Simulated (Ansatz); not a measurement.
Electronic density of states of amorphous B32N32H10, density 1.88 g/cm³, on a 2×2×2 Γ-centred mesh with a Gaussian width of 0.1 eV; energies count from the Fermi level, whose place inside the gap is arbitrary. Cell and mesh are small, so fine structure isn't converged. These are PBE, scalar-relativistic without spin-orbit coupling (plane waves to 420 eV, PAW; Ansatz, an electronic-structure program) values and carry that method's errors. Sampling: a 2×2×2 Γ-centred mesh; Fermi-Dirac width 0.02 eV; no spin polarisation. The usual formal charges leave 10 electrons over, so the level spacing at the Fermi energy parts defect or band states and needn't be the band gap. At PBE the levels at both edges of the gap are localised (band-tail or defect states), and the nearest spread-out levels lie 2.8 eV apart at the zone centre.

It comes from a melt-quench run on a machine-learned potential (CHGNet), relaxed afterwards by DFT. N atoms were pushed apart under 1.9 Å during the dynamics, to hinder bonds among them. The hot cell started wider than the set density and was brought back towards it in steps. It is the lowest in DFT energy of 2 quenches. It is a model cell: composition and starting density were chosen by hand, and all elements were melted together. No dispersion term was used. Its density started from a set value of 1.88 and ended at 1.88 g/cm³. Cooling (nominally 730 K/ps over its main leg) ran many orders faster than in experiment, which tends to leave more defects and strain. A cell of this size samples the disorder only roughly. The volume was held where the preparation left it, at a PBE pressure of -3.2 GPa (tension). Stress components on the final sampling reach 6.4 GPa. On a 2×2×2 Γ-centred mesh force components of up to 0.14 eV/Å stay, since the relaxation ran on the zone centre alone.

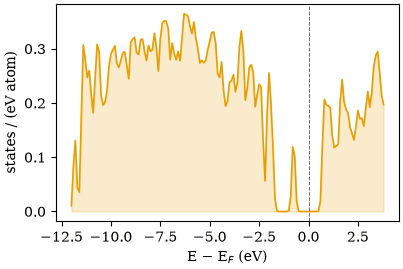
Fig. 1. Density of states per atom

The level spacing at the Fermi energy on this mesh is 1.44 eV; the broadening fills part of it in the curve.
